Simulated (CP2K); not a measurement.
# One shape, several levels: SiH4O2 (SMILES O[SiH2]O)

We compute a comparison of 4 runs (B3LYP/6-31G*, GFN2-xTB, PM6, GFN1-xTB) of SiH4O2. 

The calculation is run with CP2K 2026.2.

3 further runs of the same task are left out: 1 that didn't finish, 2 set aside as unsound or not needed.

## 1. Starting point

SiH4O2: 7 atoms, total charge 0, spin state singlet. As SMILES, `O[SiH2]O`. The O1–Si2 distance was set to 3.612 Å, away from the relaxed value. At this shape a bond of the SMILES string is far longer than usual.

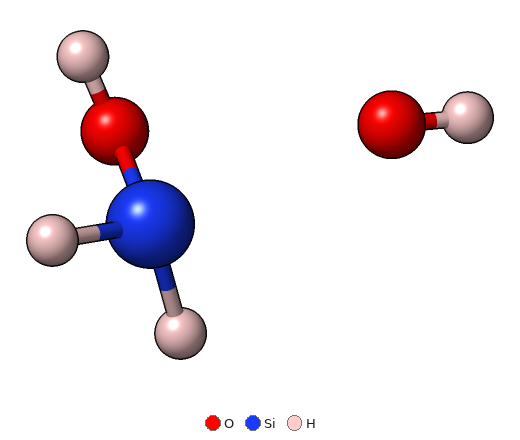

The structure, seen from a chosen angle (oxygen red, silicon blue, hydrogen pink).

## 2. The energy at B3LYP/6-31G(d) (spherical functions) (run 1)

Contents of calc.inp:

```
&global
   project_name calc
   run_type ENERGY
   print_level MEDIUM
&end global

&force_eval
   method QS
   &dft
      basis_set_file_name ./6_31gs.basis
      potential_file_name POTENTIAL
      # Quickstep
      &qs
         method GAPW
         eps_default 1.0E-10
      &end qs
      &mgrid
         cutoff 280
         rel_cutoff 50
         ngrids 4
      &end mgrid
      # cluster boundary conditions
      &poisson
         periodic NONE
         poisson_solver MULTIPOLE
      &end poisson
      &scf
         scf_guess ATOMIC
         eps_scf 1.0E-06
         max_scf 30
         &ot
            minimizer DIIS
            preconditioner FULL_ALL
         &end ot
         &outer_scf
            eps_scf 1.0E-06
            max_scf 5
         &end outer_scf
      &end scf
      # exchange and correlation
      &xc
         &xc_functional
            &hyb_gga_xc_b3lyp
            &end hyb_gga_xc_b3lyp
         &end xc_functional
         # exact exchange
         &hf
            fraction 0.2
            &screening
               eps_schwarz 1.0E-10
            &end screening
            &memory
               max_memory 1050
            &end memory
         &end hf
      &end xc
      # extra output
      &print
         &moments
            periodic F
            reference COM
            max_moment 1
         &end moments
         &mo_cubes
            nlumo 5
            nhomo -1
            write_cube F
         &end mo_cubes
         &lowdin ON
         &end lowdin
         &hirshfeld OFF
         &end hirshfeld
      &end print
   &end dft
   &subsys
      &cell
         abc 11.5 9.8 10.1
         periodic NONE
      &end cell
      &coord
         UNIT bohr
         O     -5.8752417    -1.9712754    -1.6530020
         Si     0.0971508     0.7978613     0.1497419
         O      2.4075678    -1.2634142     0.3461222
         H     -6.0103760    -2.6737244    -3.3167358
         H      0.9952621     2.6324641    -1.7637948
         H     -0.4333142     1.9820581     2.6297051
         H      2.3035950    -2.5248442     1.6413405
      &end coord
      &topology
         &center_coordinates
         &end center_coordinates
      &end topology
      &kind O
         basis_set 6-31Gs
         potential ALL
         lebedev_grid 194
         radial_grid 100
      &end kind
      &kind Si
         basis_set 6-31Gs
         potential ALL
         lebedev_grid 194
         radial_grid 100
      &end kind
      &kind H
         basis_set 6-31Gs
         potential ALL
         lebedev_grid 194
         radial_grid 100
      &end kind
   &end subsys
&end force_eval
```

On the command line:

```
$ OMP_NUM_THREADS=1 cp2k.psmp -i calc.inp > calc.out 2>&1
```

The program printed:

```text
CP2K| version string:                                       CP2K version 2026.2
[...]
 GLOBAL| Method name                                                        CP2K
[...]
 GLOBAL| Run type                                                         ENERGY
[...]
 DFT| Spin restricted Kohn-Sham (RKS) calculation                            RKS
 DFT| Multiplicity                                                             1
[...]
 DFT| Charge                                                                   0
[...]
 FUNCTIONAL| HYB_GGA_XC_B3LYP:
[...]
 QS| Method:                                                                GAPW
[...]
 QS| Density cutoff [a.u.]:                                                140.0
[...]
 QS| Relative density cutoff [a.u.]:                                        25.0
[...]
                             - Atoms:                                          7
[...]
                             - Spherical basis functions:                     54
[...]
 Number of electrons:                                                         34
[...]
     1 OT DIIS     0.15E+00   11.9     0.56832181      -414.6934321345 -4.15E+02
[...]
    24 OT DIIS     0.15E+00    6.8     0.00000041      -442.1912429845 -5.70E-10
  *** SCF run converged in    24 steps ***
[...]
  Overlap energy of the core charge distribution:               0.00000021144471
  Self energy of the core charge distribution:               -277.12254353594221
  Core Hamiltonian energy:                                   -172.78115765967652
  Hartree energy:                                              78.17289600039580
  Exchange-correlation energy:                                -11.56834250015979
  Hartree-Fock Exchange energy:                                -7.61347602518604
[...]
 ENERGY| Total FORCE_EVAL ( QS ) energy [hartree]           -442.191242984469227
[...]
```

Run time: 6 min. Hardware: 1 thread of Intel Xeon at 2.50GHz (Skylake/Cascade Lake), shared host; peak memory 0.68 GiB.

## 3. The energy at GFN2-xTB (run 2)

Contents of calc.inp:

```
&global
   project_name calc
   run_type ENERGY
   print_level MEDIUM
&end global

&force_eval
   method QUICKSTEP
   &dft
      &qs
         method XTB
         eps_default 1.0E-10
         &xtb
            gfn_type TBLITE
            &tblite
               method GFN2
            &end tblite
            check_atomic_charges F
         &end xtb
      &end qs
      &poisson
         periodic NONE
         poisson_solver ANALYTIC
      &end poisson
      &scf
         scf_guess ATOMIC
         eps_scf 1.0E-06
         max_scf 150
         added_mos 8
         &diagonalization
            algorithm STANDARD
         &end diagonalization
         &mixing
            method DIRECT_P_MIXING
            alpha 0.4
         &end mixing
         &smear ON
            method FERMI_DIRAC
            electronic_temperature [K] 300
         &end smear
      &end scf
      &print
         &moments
            periodic F
            reference COM
            max_moment 1
         &end moments
         &mo ON
            energies T
            occupation_numbers T
            ndigits 6
            &each
               qs_scf 0
            &end each
            add_last NUMERIC
         &end mo
         &hirshfeld OFF
         &end hirshfeld
      &end print
   &end dft
   &subsys
      &cell
         abc 12.5 10.8 11.1
         periodic NONE
      &end cell
      &coord
         O     -3.109044    -1.043154    -0.874731
         Si     0.051410     0.422210     0.079240
         O      1.274030    -0.668570     0.183160
         H     -3.180554    -1.414874    -1.755141
         H      0.526670     1.393040    -0.933360
         H     -0.229300     1.048860     1.391580
         H      1.219010    -1.336090     0.868560
      &end coord
      &topology
         &center_coordinates
         &end center_coordinates
      &end topology
   &end subsys
&end force_eval
```

On the command line:

```
$ OMP_NUM_THREADS=1 cp2k.psmp -i calc.inp -o calc.out
```

The program printed:

```text
CP2K| version string:                                       CP2K version 2026.2
[...]
 GLOBAL| Method name                                                        CP2K
[...]
 GLOBAL| Run type                                                         ENERGY
[...]
                             - Atoms:                                          7
[...]
                             - Spherical basis functions:                     21
[...]
 Number of electrons:                                                         20
[...]
  *** SCF run converged in   128 steps ***
[...]
  Fermi energy:                                                -0.33163923173321
[...]
 TB_DIPOLE| Moment [Debye]          6.39899978       2.23683231       2.22010510
 TB_DIPOLE| Derivative [a.u.]       0.00000000       0.00000000       0.00000000
[...]
 ENERGY| Total FORCE_EVAL ( QS ) energy [hartree]            -11.799168400647993
[...]
```

Run time: 2.5 s. Hardware: 1 thread of Intel Xeon at 2.50GHz (Skylake/Cascade Lake), shared host; peak memory 0.23 GiB.

Run 3 isn't shown in full; the table further down has it.

## 4. The energy at GFN1-xTB (run 4)

Contents of run.inp:

```
&GLOBAL
  PROJECT run
  RUN_TYPE ENERGY
  PRINT_LEVEL MEDIUM
&END GLOBAL

&FORCE_EVAL
  METHOD QS
  &DFT
    CHARGE 0
    MULTIPLICITY 1
    ! Quickstep
    &QS
      METHOD XTB
      EPS_DEFAULT 1.0E-10
      &XTB
        GFN_TYPE 1
        CHECK_ATOMIC_CHARGES F
      &END XTB
    &END QS
    &POISSON
      PERIODIC NONE
      POISSON_SOLVER ANALYTIC
    &END POISSON
    &SCF
      SCF_GUESS ATOMIC
      EPS_SCF 1.0E-07
      MAX_SCF 40
      &OT ON
        MINIMIZER CG
        PRECONDITIONER FULL_SINGLE_INVERSE
      &END OT
      &OUTER_SCF
        EPS_SCF 1.0E-07
        MAX_SCF 10
      &END OUTER_SCF
    &END SCF
    &PRINT
      &MOMENTS
        PERIODIC F
        REFERENCE COM
        MAX_MOMENT 1
      &END MOMENTS
      &MO_CUBES
        NLUMO 3
        NHOMO -1
        WRITE_CUBE F
      &END MO_CUBES
      &HIRSHFELD OFF
      &END HIRSHFELD
    &END PRINT
  &END DFT
  ! structure
  &SUBSYS
    &CELL
      ABC [angstrom] 14.5 12.8 13.1
      PERIODIC NONE
    &END CELL
    &COORD
      O     -3.109044    -1.043154    -0.874731
      Si     0.051410     0.422210     0.079240
      O      1.274030    -0.668570     0.183160
      H     -3.180554    -1.414874    -1.755141
      H      0.526670     1.393040    -0.933360
      H     -0.229300     1.048860     1.391580
      H      1.219010    -1.336090     0.868560
    &END COORD
    &TOPOLOGY
      &CENTER_COORDINATES
      &END CENTER_COORDINATES
    &END TOPOLOGY
  &END SUBSYS
&END FORCE_EVAL
```

On the command line:

```
$ OMP_NUM_THREADS=1 cp2k.psmp -i run.inp > run.out 2>&1
```

The program printed:

```text
CP2K| version string:                                       CP2K version 2026.2
[...]
 GLOBAL| Method name                                                        CP2K
[...]
 GLOBAL| Run type                                                         ENERGY
[...]
                             - Atoms:                                          7
[...]
                             - Spherical basis functions:                     25
[...]
 Number of electrons:                                                         20
[...]
     1 OT CG       0.80E-01    0.0     0.20585567       -12.9591251858 -1.30E+01
[...]
    38 OT CG       0.11E+00    0.0     0.00000009       -13.3199910892 -1.37E-13
  *** SCF run converged in    38 steps ***
[...]
 TB_DIPOLE| Moment [Debye]          6.39001030       1.94824812       2.17614369
 TB_DIPOLE| Derivative [a.u.]       0.00000000       0.00000000       0.00000000
[...]
 ENERGY| Total FORCE_EVAL ( QS ) energy [hartree]            -13.319991089161356
[...]
```

It took 3 s on 1 thread of Intel Xeon at 2.50GHz (Skylake/Cascade Lake), shared host; peak memory 0.23 GiB.

## 5. Overview of the runs

```
run                               level  scheme  iteration cap  energy (Eh)  dipole moment (D)  HOMO energy (eV)  LUMO energy (eV)  wall time
  1  B3LYP/6-31G* (spherical functions)    GAPW             30  -442.191243               4.25             -5.78             -3.99      6 min
  2                            GFN2-xTB       –            150   -11.799168               7.13             -9.18             -8.87      2.5 s
  3                                 PM6       –            150   -25.964621               9.84             -7.49             -2.46      1.7 s
  4                            GFN1-xTB       –             40   -13.319991               7.03            -10.09                 –        3 s
```

## 6. What came out

```
                                        quantity         value
                             run 4: total energy  -13.31999 Eh
run 4: dipole moment (from atomic charges alone)        7.03 D
                              run 4: HOMO energy     -10.09 eV
                        run 4: dispersion energy  -3.36 kJ/mol
```

In words: The dipole moment (its size) runs from 4.25 D (B3LYP/6-31G*) to 9.84 D (PM6). The two ends differ in method and basis and Hamiltonian. Some of these are taken from atomic charges alone. Over runs 1, 2, 3 the HOMO–LUMO gap runs from 0.31 eV (GFN2-xTB) to 5.03 eV (PM6). In runs 1, 2, 3, 4 a closed-shell determinant meets a far-stretched bond, which it describes badly. Force-field and semi-empirical energies have zeros of their own, so their totals don't compare. All runs together took 6.1 min, the longest 6 min.
